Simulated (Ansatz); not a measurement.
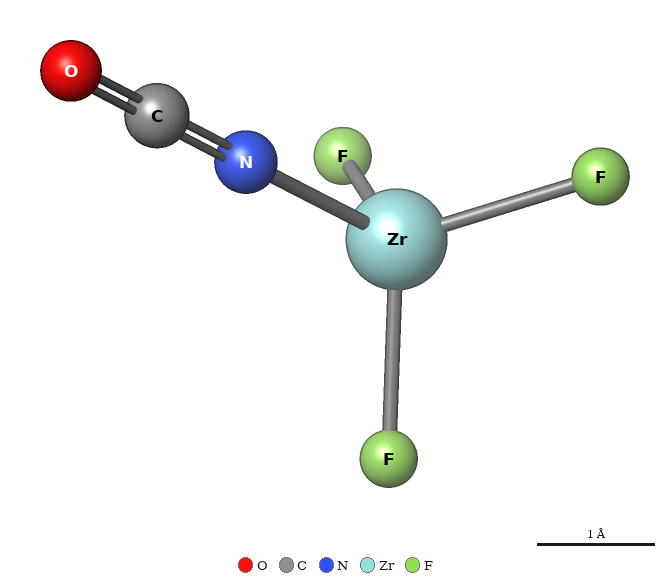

Atoms fade into the background with distance from the viewer. Charge 0, singlet. The geometry was computed by an optimisation with PBE0-D4/def2-TZVP. Masses are those of the most abundant isotopes; constants are for the rigid equilibrium geometry.

> Classify the rotor and give the rotational constants (cm⁻¹).

A prolate symmetric top (C3v): A = 0.0932, B = C = 0.0306 cm⁻¹.
